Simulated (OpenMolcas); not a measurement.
CH3FSi: excited-state calculation (part 1 of 3)

System: CH3FSi, multiplicity 3.
Method: CASPT2/ANO-RCC-VDZ, DKH2 (OpenMolcas 26.06).

The geometry comes from this level: GFN2-xTB.

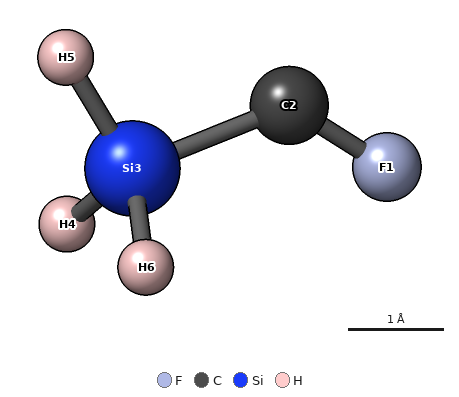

Fig. 1: The structure (ball-and-stick view, seen at an oblique angle; atoms are numbered from 1 in the order of the input).

### Summary

| quantity | value |
| --- | --- |
| outcome | converged |
| total energy | −428.768375 hartree |
| CASSCF energy | −428.616099 hartree |
| basis functions | 37 |
| lowest singlet excitation | 6.30 eV |
| hardware | 1 thread of Intel Xeon (Sapphire Rapids), 64 GiB of memory available, shared host |
| wall time | 22 s |
| peak memory | 0.41 GiB |

### Input file
```
&GATEWAY
Coord
6
bohr
F      0.42346873    -3.72740919     2.24391749
C      1.35459348    -2.00624664     0.70394188
Si    -0.17547997     0.88495874    -0.49981366
H     -2.44967087     0.26246406    -1.96641121
H      1.76430500     2.03540511    -2.07627989
H     -0.91719747     2.55082791     1.59462649
Basis=ANO-RCC-VDZ
Group=NoSym
&SEWARD
&RASSCF
FileOrb=$CurrDir/step2.RasOrb
Spin=3
Nactel=10 0 0
Inactive=11
Ras2=10
CIRoot=2 2 1
OrbListing=Nothing
OrbAppear=Compact
&CASPT2
Multistate=all
NoMultistate
IPEA=0.25
Imaginary=0.2
&RASSI
NrOfJobIphs=1 all
IphNames
JOBMIX
EJob
```

Launch command:
```bash
export MOLCAS_MEM=1860
pymolcas step4.input > step4.log
```

### The program's output
```
--- Start Module: gateway ---

                                              &GATEWAY

                       available to each process: 1.9 GB of memory, 1 thread

++    Symmetry information:
      ---------------------

                    Character Table for C1

                             E
                    a        1  x, y, xy, Rz, z, xz, Ry, yz, Rx, I
--

++    Basis set information:
      ----------------------

      Basis set label: F.ANO-RCC...3S2P.

      Electronic valence basis set:
      ------------------
      Associated Effective Charge   9.000000 au
      Associated Actual Charge      9.000000 au
      Nuclear Model: Point charge

      Shell  nPrim  nBasis  Cartesian Spherical Contaminant
         s      14       3        X
         p       9       2        X

      Basis set label: C.ANO-RCC...3S2P.

      Electronic valence basis set:
      ------------------
      Associated Effective Charge   6.000000 au
      Associated Actual Charge      6.000000 au
      Nuclear Model: Point charge

      Shell  nPrim  nBasis  Cartesian Spherical Contaminant
         s      14       3        X
         p       9       2        X

      Basis set label: SI.ANO-RCC...4S3P.

      Electronic valence basis set:
      ------------------
      Associated Effective Charge  14.000000 au
      Associated Actual Charge     14.000000 au
      Nuclear Model: Point charge

      Shell  nPrim  nBasis  Cartesian Spherical Contaminant
         s      17       4        X
         p      12       3        X

      Basis set label: H.ANO-RCC...2S.

      Electronic valence basis set:
      ------------------
      Associated Effective Charge   1.000000 au
      Associated Actual Charge      1.000000 au
      Nuclear Model: Point charge

      Shell  nPrim  nBasis  Cartesian Spherical Contaminant
         s       8       2        X
--

++    Molecular structure info:
      -------------------------

                    ************************************************
                    **** Cartesian Coordinates / bohr, angstrom ****
                    ************************************************

     Center  Label                x              y              z                     x              y              z
        1      F1               0.423469      -3.727409       2.243917              0.224090      -1.972460       1.187430
        2      C2               1.354593      -2.006247       0.703942              0.716820      -1.061660       0.372510
        3      SI3             -0.175480       0.884959      -0.499814             -0.092860       0.468300      -0.264490
        4      H4              -2.449671       0.262464      -1.966411             -1.296310       0.138890      -1.040580
        5      H5               1.764305       2.035405      -2.076280              0.933630       1.077090      -1.098720
        6      H6              -0.917197       2.550828       1.594626             -0.485360       1.349840       0.843840

                    ***************************************
                    *    InterNuclear Distances / bohr    *
                    ***************************************

               1 F1            2 C2            3 SI3           4 H4            5 H5            6 H6
    1 F1       0.000000
    2 C2       2.490164        0.000000
    3 SI3      5.400068        3.485573        0.000000
    4 H4       6.473089        5.172065        2.776752        0.000000
    5 H5       7.326116        4.922646        2.751643        4.573072        0.000000
    6 H6       6.452536        5.169263        2.777039        4.501786        4.575114        0.000000

                    *******************************************
                    *    InterNuclear Distances / angstrom    *
                    *******************************************

               1 F1            2 C2            3 SI3           4 H4            5 H5            6 H6
    1 F1       0.000000
    2 C2       1.317738        0.000000
    3 SI3      2.857593        1.844486        0.000000
    4 H4       3.425411        2.736939        1.469394        0.000000
    5 H5       3.876814        2.604952        1.456107        2.419965        0.000000
    6 H6       3.414535        2.735456        1.469546        2.382242        2.421046        0.000000

                    **************************************
                    *    Valence Bond Angles / degree    *
                    **************************************
                          Atom centers                 Phi
                      4 H4       3 SI3      5 H5       111.62
                      4 H4       3 SI3      6 H6       108.31
                      5 H5       3 SI3      6 H6       111.69
--

            Nuclear Potential Energy             92.50143648 au

--- Stop Module: gateway /rc=_RC_ALL_IS_WELL_ ---

--- Start Module: seward ---

                                              &SEWARD

                       available to each process: 1.9 GB of memory, 1 thread

               SEWARD will generate:
                  Multipole Moment integrals up to order  2
                  Kinetic Energy integrals
                  Nuclear Attraction integrals (point charge)
                  One-Electron Hamiltonian integrals
                  Velocity integrals
                  Relativistic Douglas-Kroll-Hess integrals:
                    - Parametrization         : EXP
                    - DKH order of Hamiltonian: 2
                    - DKH order of Properties : 0
                         - multipole moment operators
                         - electric potential operators
                         - contact operators
                  Orbital angular momentum around (  0.2867  -1.0524   0.5585 )
                  Velocity quadrupole around (  0.2867  -1.0524   0.5585 )
                  Atomic mean-field integrals
                  Two-Electron Repulsion integrals

                   Integrals are discarded if absolute value <: 1.00E-14
                   Integral cutoff threshold is set to       <: 1.00E-16

            Nuclear Potential Energy             92.50143648 au

      Basis set specifications :
      Symmetry species         a
      Basis functions           37

--- Stop Module: seward /rc=_RC_ALL_IS_WELL_ ---
--- Module seward spent 1 second ---

--- Start Module: rasscf ---

                                              &RASSCF

                       available to each process: 1.9 GB of memory, 1 thread

      Header of the ONEINT file:
      --------------------------

      OrdInt status: non-squared

      Cartesian coordinates in angstrom:
      -----------------------------------------------------
      No.  Label        X            Y            Z
      -----------------------------------------------------
       1   F1         0.22409000  -1.97246000   1.18743000
       2   C2         0.71682000  -1.06166000   0.37251000
       3   SI3       -0.09286000   0.46830000  -0.26449000
       4   H4        -1.29631000   0.13889000  -1.04058000
       5   H5         0.93363000   1.07709000  -1.09872000
       6   H6        -0.48536000   1.34984000   0.84384000
      -----------------------------------------------------
      Nuclear repulsion energy =   92.50143648

++    Wave function specifications:
      -----------------------------

      Number of closed shell electrons          22
      Number of electrons in active shells      10
      Max number of holes in RAS1 space          0
      Max nr of electrons in RAS3 space          0
      Number of inactive orbitals               11
      Number of active orbitals                 10
      Number of secondary orbitals              16
      Spin quantum number                      1.0
      State symmetry                             1
--

++    Orbital specifications:
      -----------------------

      Symmetry species                           1
                                                 a
      Frozen orbitals                            0
      Inactive orbitals                         11
      Active orbitals                           10
      RAS1 orbitals                              0
      RAS2 orbitals                             10
      RAS3 orbitals                              0
      Secondary orbitals                        16
      Deleted orbitals                           0
      Number of basis functions                 37
--

++    CI expansion specifications:
      ----------------------------

      Number of CSFs                         29700
      Number of determinants                 44100
      Number of root(s) required                 2
      Root chosen for geometry opt.              2
      CI roots used                              1     2
      weights                                0.500 0.500
      highest root included in the CI            2
      max. size of the explicit Hamiltonian    200
--

++    Optimization specifications:
      ----------------------------

      RASSCF algorithm: Conventional
      Maximum number of macro iterations       200
      Maximum number of SX iterations          100
      Threshold for RASSCF energy            1.000E-08
      Threshold for max MO rotation          1.000E-01
      Threshold for max BLB element          1.000E-04
      Level shift parameter                  5.000E-01
      Make Quasi-Newton update
--

      The MO-coefficients are taken from the file:
      step2.RasOrb
      Title: RASSCF average (pseudo-natural) orbitals

      Total molecular charge    0.00

      ************************************************************************************************************************
      *                                            Wave function control section                                             *
      ************************************************************************************************************************

                                         RASSCF iterations: Energy and convergence statistics
                                         ----------------------------------------------------

          iter iter root      energy       change     param      element    value   shift minimum  type update hh:mm:ss
 Nr of preliminary CI iterations:   6
        1   1    6    0  -428.49902919    0.00E+00   1.72E-04    8  37 1 -1.21E-04*  0.37   0.00    SX    NO    0:00:00
        2   1    5    0  -428.49902927   -7.96E-08*  8.23E-05    9  16 1  2.19E-05   0.37   0.00    SX    NO    0:00:00
        3   1    5    0  -428.49902928   -1.24E-08*  5.13E-05    8  37 1  1.13E-05   0.37   0.00    SX    NO    0:00:00
        4   8    6    0  -428.49903904   -9.76E-06*  1.30E-04    8  19 1  6.13E-05   0.37   0.00    SX    NO    0:00:00
        5   1    5    0  -428.49903908   -3.87E-08* -1.44E-04    8  37 1  7.46E-05   0.37   1.50    QN   YES    0:00:00
        6   4    5    0  -428.49903910   -2.04E-08*  2.92E-05    8  37 1 -5.51E-05   0.37   0.85    QN   YES    0:00:00
        7   1    5    0  -428.49903911   -2.54E-09   3.54E-05    9  35 1  2.67E-05   0.37   0.99    QN   YES    0:00:00
      Convergence after  7 iterations
        8   1    5    0  -428.49903911   -1.30E-09   3.54E-05    8  37 1  1.61E-05   0.37   0.99    QN   YES    0:00:00

      ************************************************************************************************************************
                                                      Wave function printout:
                       occupation of active orbitals, and spin coupling of open shells (u,d: Spin up or down)
      ************************************************************************************************************************

      Note: transformation to natural orbitals
      has been made, which may change the order of the CSFs.

      printout of CI-coefficients larger than  0.05 for root  1
      energy=    -428.616099
      conf/sym  1111111111     Coeff  Weight
             1  2222uu0000   0.96983 0.94057
            16  2u222u0000   0.07159 0.00513
           228  2u22uud000  -0.06021 0.00362

      printout of CI-coefficients larger than  0.05 for root  2
      energy=    -428.381979
      conf/sym  1111111111     Coeff  Weight
             2  2222u0u000  -0.94560 0.89415
            17  2u2220u000   0.07646 0.00585
           201  22u2u20000  -0.05428 0.00295
           226  2u22u20000   0.13851 0.01919
           229  2u22u02000  -0.07521 0.00566
           976  2022u2u000  -0.06498 0.00422

      Natural orbitals and occupation numbers for root  1
      sym 1:   1.982194   1.969799   1.986713   1.976454   0.999929   1.004077   0.011954   0.032089   0.013313   0.023479

      Natural orbitals and occupation numbers for root  2
      sym 1:   1.968287   1.943815   1.973022   1.963641   1.001516   0.101771   0.975668   0.035511   0.009769   0.027001

      ************************************************************************************************************************
      *                                                    Final results                                                     *
      ************************************************************************************************************************

++    Final optimization conditions:
      ------------------------------

      Average CI energy                            -428.49903911
      RASSCF energy for state  2                   -428.38197917
      Super-CI energy                                -0.00000000
      RASSCF energy change                            0.00000000
      Max change in MO coefficients              -6.957E-05
      Max non-diagonal density matrix element     3.536E-05
      Maximum BLB matrix element                  1.612E-05
      (orbital pair   8,  37 in symmetry   1)
      Norm of electronic gradient            8.675E-02
--

      Final state energy(ies):
      ------------------------

::    RASSCF root number  1 Total energy:   -428.61609904
::    RASSCF root number  2 Total energy:   -428.38197917
      Von Neumann Entropy (Root   1) =  1.32316

      Mulliken population analysis for root number:  1
      -----------------------------------------------

++    Molecular charges:
      ------------------

      Mulliken charges per centre
      ---------------------------

                F1      C2      SI3     H4      H5      H6
      Total    9.3058  6.0725 13.1342  1.1580  1.1643  1.1652

      N-E     -0.3058 -0.0725  0.8658 -0.1580 -0.1643 -0.1652

      Total electronic charge=   32.000000

      Total            charge=   -0.000000
--

      Expectation values of various properties for root number:  1
      -----------------------------------------------------------

++    Molecular properties:
      ---------------------

      Charge (e):
                      =   -0.0000
      Dipole Moment (debye):
      Origin of the operator (angstrom)=    0.1517   -0.5569    0.2956
                   X= -2.6728E-01               Y=  1.9008E+00               Z= -1.1476E+00           Total=  2.2364E+00
      Quadrupole Moment (debye*angstrom):
      Origin of the operator (angstrom)=    0.1517   -0.5569    0.2956
                  XX= -2.6587E+01              XY= -4.4939E-01              XZ=  1.4572E-01              YY= -2.7842E+01
                  YZ=  8.9888E-01              ZZ= -2.7512E+01
      In traceless form (debye*angstrom)
                  XX=  1.0897E+00              XY= -6.7408E-01              XZ=  2.1858E-01              YY= -7.9254E-01
                  YZ=  1.3483E+00              ZZ= -2.9712E-01
--

      Mulliken spin population analysis for root number:  1
      ---------------------------------------------------

++    Molecular charges:
      ------------------

      Mulliken spin population per centre
      ---------------------------

                F1      C2      SI3     H4      H5      H6
      Total    0.0240  1.9579 -0.0522  0.0491 -0.0011  0.0224

      Total electronic spin=    2.000000
--

      LoProp population analysis for root number:  1
      -----------------------------------------------

++    LoProp analysis:
      ----------------

++    Static properties:
      ------------------

      LoProp Charges per center

                   F1       C2       SI3      H4       H5       H6
      Nuclear      9.0000   6.0000  14.0000   1.0000   1.0000   1.0000
      Electronic  -9.2246  -6.0225 -13.5626  -1.0706  -1.0560  -1.0637

      Total       -0.2246  -0.0225   0.4374  -0.0706  -0.0560  -0.0637
--

      Natural Bond Order analysis for root number:  1
```
